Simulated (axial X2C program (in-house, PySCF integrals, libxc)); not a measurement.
# SmI⁺: Ω levels from open-shell CI on f5 s1

Aim: the spin–orbit levels of SmI⁺ that arise from the configuration f5 s1 of Sm, and how they move with the bond.

Computed with an in-house X2C program for linear molecules on PySCF integrals. Level: two-component X2C, average-of-configuration Hartree–Fock and CI in the open shells.

All values are calculated.

**1. Input**

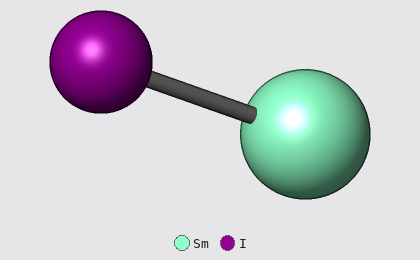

The atoms on one line, bond 2.797 Å (samarium green, iodine purple).

Contents of task.json:

```json
{"zs": [62, 53], "q": 1, "bas": ["dyall-v3z", "dyall-v3z"], "r0": 2.9, "metal": 0, "shells": [[3, [0, 1, 2, 3], 5], [0, [0], 1]], "fix": 0, "emax": 2.2, "nroots": 4}
```

Keys: zs atomic numbers; q charge; bas basis sets; r0 starting distance in Å; metal index of the metal atom; shells open shells as [l, |m| values, electrons]; fix electron count of the first shell held; emax energy window in eV; nroots roots for each Ω.

Started as:

```console
$ python soci.py task.json out
```

Two-component X2C with atomic mean-field Coulomb and Gaunt terms, basis Sm dyall-v3z, I dyall-v3z (cores contracted in-house). Orbitals come from Hartree–Fock averaged over the configuration Sm f5 s1; CI then distributes these electrons over the f, s shells of Sm.

**2. CI at R = 2.797 Å**

Output:

```text
average of configuration f5 s1
basis functions 277  fitting functions 1417
iter      average energy  largest gradient
   1     -17527.352858894   5.89e+00
   2     -17528.458954763   3.39e-01
   3     -17528.493467013   8.40e-02
   4     -17528.494851135   3.59e-02
   5     -17528.495337641   5.63e-03
   6     -17528.495351336   3.68e-03
   7     -17528.495358120   5.85e-04
   8     -17528.495358578   6.95e-04
   9     -17528.495358852   6.23e-05
  10     -17528.495358891   7.25e-05
  11     -17528.495358910   3.85e-05
  12     -17528.495358913   3.44e-06
converged
CI levels
2*Omega        energy/Eh    cm-1   g(par)  dipole/D  leading shell counts
    0    -17528.77124969        0   0.000   -3.339  {'5 1': 1.0}
    2    -17528.77070814      119   1.876   -3.338  {'5 1': 1.0}
    4    -17528.76908384      475   3.623   -3.333  {'5 1': 1.0}
    0    -17528.76715369      899   0.000   -3.332  {'5 1': 1.0}
    2    -17528.76677975      981   1.226   -3.332  {'5 1': 1.0}
    4    -17528.76608503     1134   1.644   -3.324  {'5 1': 1.0}
    6    -17528.76604143     1143   6.556   -3.331  {'5 1': 1.0}
    0    -17528.76275725     1864   0.000   -3.330  {'5 1': 1.0}
    2    -17528.76262002     1894   1.530   -3.330  {'5 1': 1.0}
    4    -17528.76245405     1930   3.533   -3.327  {'5 1': 1.0}
    6    -17528.76210990     2006   5.857   -3.325  {'5 1': 1.0}
    8    -17528.76176847     2081   9.652   -3.328  {'5 1': 1.0}
    0    -17528.75784552     2942   0.000   -3.329  {'5 1': 1.0}
    2    -17528.75776740     2959   2.045   -3.329  {'5 1': 1.0}
    4    -17528.75759356     2997   4.343   -3.329  {'5 1': 1.0}
    6    -17528.75739010     3042   6.824   -3.326  {'5 1': 1.0}
    8    -17528.75705740     3115   9.444   -3.323  {'5 1': 1.0}
   10    -17528.75648294     3241  12.735   -3.324  {'5 1': 1.0}
    0    -17528.75273281     4064   0.000   -3.330  {'5 1': 1.0}
    0    -17528.75236774     4144   0.000   -3.327  {'5 1': 1.0}
    6    -17528.75180132     4268   7.338   -3.328  {'5 1': 1.0}
    8    -17528.75151322     4332  10.033   -3.324  {'5 1': 1.0}
   10    -17528.75112116     4418  12.789   -3.320  {'5 1': 1.0}
   12    -17528.75041291     4573  15.784   -3.320  {'5 1': 1.0}
    0    -17528.74638678     5457   0.000   -3.327  {'5 1': 1.0}
    0    -17528.74627064     5482   0.000   -3.334  {'5 1': 1.0}
    8    -17528.74533334     5688  10.336   -3.325  {'5 1': 1.0}
   10    -17528.74492443     5778  13.142   -3.321  {'5 1': 1.0}
   12    -17528.74443832     5884  15.986   -3.317  {'5 1': 1.0}
   14    -17528.74378664     6027  18.834   -3.316  {'5 1': 1.0}
   10    -17528.73827580     7237  13.234   -3.320  {'5 1': 1.0}
   12    -17528.73766130     7372  16.126   -3.319  {'5 1': 1.0}
   14    -17528.73712507     7489  19.072   -3.316  {'5 1': 1.0}
   16    -17528.73682851     7555  21.938   -3.310  {'5 1': 1.0}
   12    -17528.72523181    10100  15.255   -3.307  {'5 1': 1.0}
   14    -17528.71536435    12265  17.950   -3.301  {'5 1': 1.0}
```

Dipoles in the output refer to the first atom as origin, so for this ion they depend on that choice.

Wall time 8.7 s (1 thread of Intel Xeon at 2.70GHz, shared host); peak memory 0.56 GiB.

Active spinors (ω > 0; filled shells left out):

| shell | ω | ε (eV) | character |
| --- | --- | --- | --- |
| f | 5/2 | -7.76 | 100% Sm f |
| f | 3/2 | -7.67 | 100% Sm f |
| f | 1/2 | -7.62 | 100% Sm f |
| f | 7/2 | -7.31 | 100% Sm f |
| f | 5/2 | -7.23 | 100% Sm f |
| f | 3/2 | -7.17 | 100% Sm f |
| f | 1/2 | -7.13 | 100% Sm f |
| s | 1/2 | -8.01 | 60% Sm s, 35% Sm d |

The levels:

| Ω | energy (cm⁻¹) | g∥ | configuration |
| --- | --- | --- | --- |
| 0 | 0 | 0.00 | 100% f5 s1 |
| 1 | 119 | 1.88 | 100% f5 s1 |
| 2 | 475 | 3.62 | 100% f5 s1 |
| 0 | 899 | 0.00 | 100% f5 s1 |
| 1 | 981 | 1.23 | 100% f5 s1 |
| 2 | 1134 | 1.64 | 100% f5 s1 |
| 3 | 1143 | 6.56 | 100% f5 s1 |
| 0 | 1864 | 0.00 | 100% f5 s1 |
| 1 | 1894 | 1.53 | 100% f5 s1 |
| 2 | 1930 | 3.53 | 100% f5 s1 |
| 3 | 2006 | 5.86 | 100% f5 s1 |
| 4 | 2081 | 9.65 | 100% f5 s1 |
| 0 | 2942 | 0.00 | 100% f5 s1 |
| 1 | 2959 | 2.05 | 100% f5 s1 |
| 2 | 2997 | 4.34 | 100% f5 s1 |
| 3 | 3042 | 6.82 | 100% f5 s1 |
| 4 | 3115 | 9.44 | 100% f5 s1 |
| 5 | 3241 | 12.73 | 100% f5 s1 |
| 0 | 4064 | 0.00 | 100% f5 s1 |
| 0 | 4144 | 0.00 | 100% f5 s1 |

g∥ is the magnitude of 2⟨Lz + ge Sz⟩ for the +Ω component.

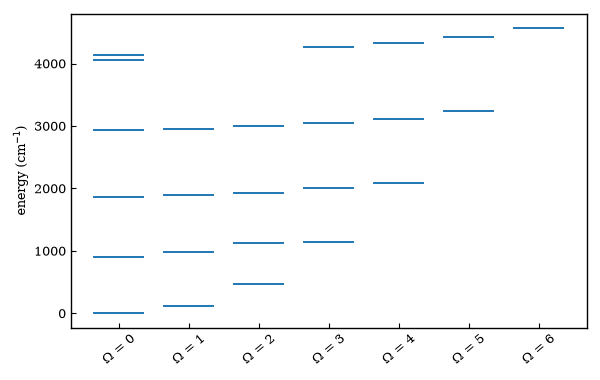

The lowest levels by Ω.

**3. The same at R = 2.601 Å**

| Ω | energy (cm⁻¹) | g∥ | configuration |
| --- | --- | --- | --- |
| 0 | 0 | 0.00 | 100% f5 s1 |
| 1 | 110 | 1.73 | 100% f5 s1 |
| 2 | 439 | 3.23 | 100% f5 s1 |
| 0 | 860 | 0.00 | 100% f5 s1 |
| 1 | 923 | 1.12 | 100% f5 s1 |
| 2 | 1047 | 1.76 | 100% f5 s1 |
| 3 | 1093 | 6.32 | 100% f5 s1 |
| 0 | 1799 | 0.00 | 100% f5 s1 |
| 1 | 1821 | 1.61 | 100% f5 s1 |
| 2 | 1859 | 3.61 | 100% f5 s1 |

**4. Curves along the bond**

The same input was run at the other distances (logs left out). Energies in cm⁻¹ from the lowest point; levels are followed by energy order within each Ω.

| R (Å) | (1)Ω=0 | (1)Ω=1 | (1)Ω=2 | (2)Ω=0 | (2)Ω=1 | (2)Ω=2 | (1)Ω=3 |
| --- | --- | --- | --- | --- | --- | --- | --- |
| 2.601 | 2380 | 2490 | 2819 | 3239 | 3303 | 3427 | 3472 |
| 2.699 | 586 | 701 | 1046 | 1465 | 1539 | 1681 | 1707 |
| 2.797 | 0 | 119 | 475 | 899 | 981 | 1134 | 1143 |
| 2.909 | 376 | 499 | 865 | 1302 | 1392 | 1550 | 1540 |
| 3.021 | 1504 | 1631 | 2008 | 2468 | 2564 | 2726 | 2691 |
| 3.147 | 3334 | 3465 | 3857 | 4357 | 4461 | 4626 | 4551 |
| 3.300 | 5964 | 6104 | 6522 | 7105 | 7219 | 7399 | 7239 |

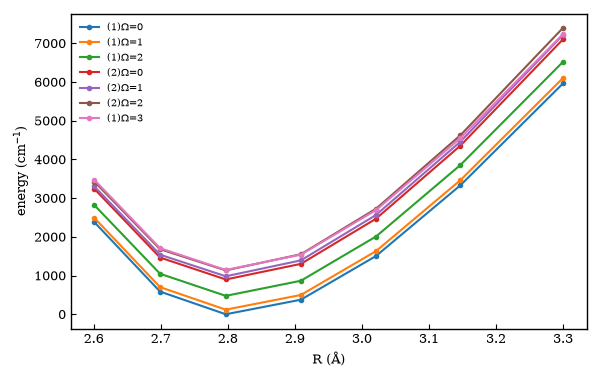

The lowest levels along the scan.

Constants where the minimum is well bracketed:

| level of the curve | Te (cm⁻¹) | Re (Å) | ωe (cm⁻¹) |
| --- | --- | --- | --- |
| (1)Ω=0 | 0 | 2.809 | 204.5 |
| (1)Ω=1 | 119 | 2.809 | 204.5 |
| (1)Ω=2 | 477 | 2.807 | 204.7 |
| (2)Ω=0 | 901 | 2.806 | 205.9 |
| (2)Ω=1 | 984 | 2.806 | 206.0 |
| (2)Ω=2 | 1137 | 2.805 | 205.8 |
| (1)Ω=3 | 1145 | 2.807 | 205.0 |

**5. What came out**

| quantity | value |
| --- | --- |
| lowest level of the model | Ω = 0, g∥ = 0.00, 100% f5 s1 |
| next level | Ω = 1, 119 cm⁻¹ higher |
| lowest curve, Re and ωe | 2.809 Å, 204.5 cm⁻¹ |

**Reading.** From 2.797 to 2.601 Å the gap from the lowest to the fifth level goes from 981 to 923 cm⁻¹. Without dynamic correlation distances can be off by several hundredths of an Å, and the wavenumbers are rough. There is no dynamic correlation: spin–orbit spacings and, for f shells, spacings inside one term are the most reliable numbers, splittings between terms come out too wide, and energies between configurations are not reliable, so the lowest level need not be the ground state of the molecule. At most 4 roots were kept for each Ω > 0 (twice that for Ω = 0) within 2.2 eV of the lowest, so higher up levels can be missing between those listed; levels with Ω > 0 are doubly degenerate and listed once, Ω = 0 levels singly.
